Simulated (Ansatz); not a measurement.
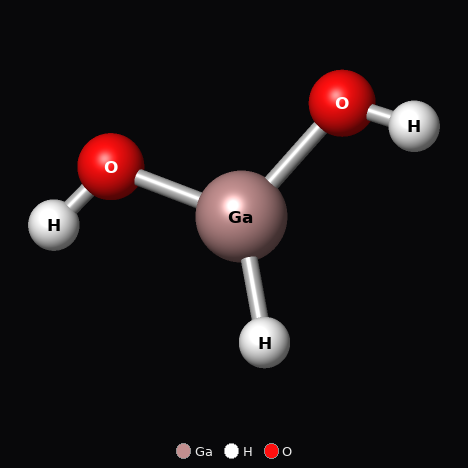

A ball-and-stick model of a molecule.

> Count the atoms of each element.

GaH₃O₂, 6 atoms: 1 gallium, 3 hydrogen and 2 oxygen.

> How many bonds of each kind are drawn?

2 O–H, 2 Ga–O, 1 Ga–H. Sticks follow a distance rule.

> Which point group does it belong to?

C2v.

> How many sets of symmetry-equivalent atoms are there?

4: 1 Ga, 1 H, 2 O, 2 H.

The parts below concern this one geometry. Atoms keep their numbers from picture to picture. Computed geometry: PBE0-D4/def2-TZVP optimisation.

### Thermal motion

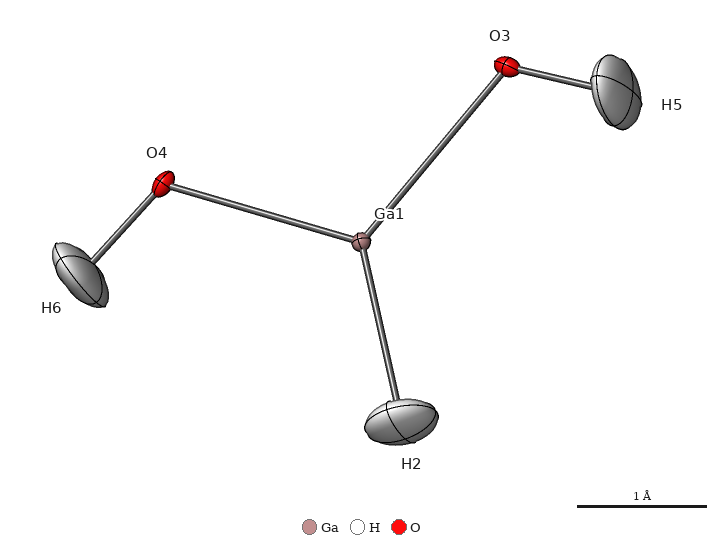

Displacement ellipsoids at the 50 % level, from the internal vibrations of the free molecule (harmonic, no overall translation or rotation; no half-axis is drawn under 0.075 Å). Vibrations computed with RKS PBE0-D4/def2-TZVP (Ansatz 0.2.0). Temperature: 400 K.

> Which atom has the largest mean-square displacement?

H5, H6, with U_eq = 0.0390 Å².

> Does H6 move more along its bond or across it?

Across it: the root-mean-square amplitude is 0.097 Å along the bond and up to 0.280 Å across, since bending and torsion are softer than stretching.

List U_eq and the three principal root-mean-square amplitudes for each kind of atom.

| atom | U_eq (Å²) | rms amplitudes (Å) |
| --- | --- | --- |
| Ga1 | 0.00030 | 0.008, 0.010, 0.027 |
| H2 | 0.0290 | 0.093, 0.185, 0.210 |
| O3, O4 | 0.0024 | 0.023, 0.037, 0.074 |
| H5, H6 | 0.0390 | 0.089, 0.176, 0.280 |

### Electronic properties

Properties computed with RKS PBE0-D4/def2-TZVPP (Ansatz 0.2.0).

> Give the HOMO energy (Kohn–Sham orbital) at this level.

−8.68 eV.

> What is the HOMO–LUMO gap?

8.12 eV.

### Charges

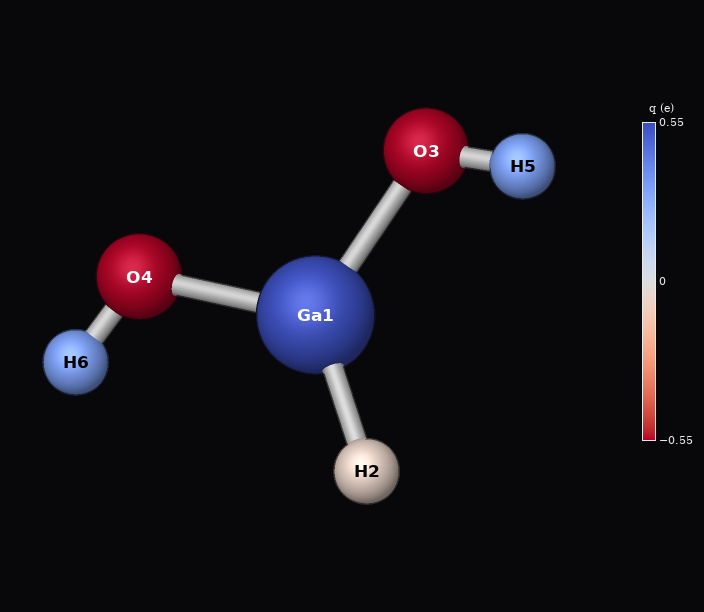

Atoms are coloured by their Mulliken charges. Level of theory: RKS PBE0-D4/def2-TZVP (Ansatz 0.2.0).

List the Mulliken charges.

```csv
atom,value (e)
Ga1,0.53
H2,−0.06
O3,−0.55
O4,−0.55
H5,0.31
H6,0.31
```

Mulliken values depend strongly on the basis set and can even reverse the polarity of a bond.
